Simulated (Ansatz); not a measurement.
Start from GaAs in the zinc blende structure (space group F-43m, No. 216; a = 5.6028 Å).

Structures relaxed with LDA (Ansatz, a program for electronic structure; PAW; 420 eV plane waves; no spin-orbit coupling).

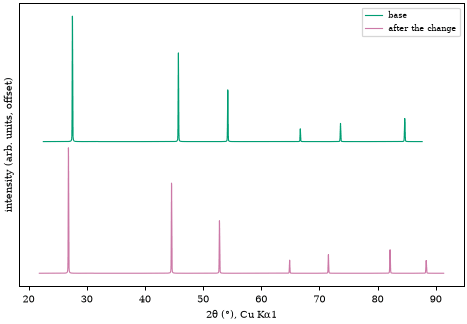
*Simulated powder patterns before (top) and after one change*

### Question
Name the change that was made.
A) isotropic strain +2.50 %
B) isotropic strain +3.00 %
C) isotropic strain −1.00 %
D) isotropic strain −2.00 %

### Answer
A, isotropic strain +2.50 %. Its volume per atom is 23.68 Å³ against 21.98 Å³, and its space group is F-43m (No. 216).

Whether these cells are dynamically stable was not tested. All final runs are without spin polarisation.
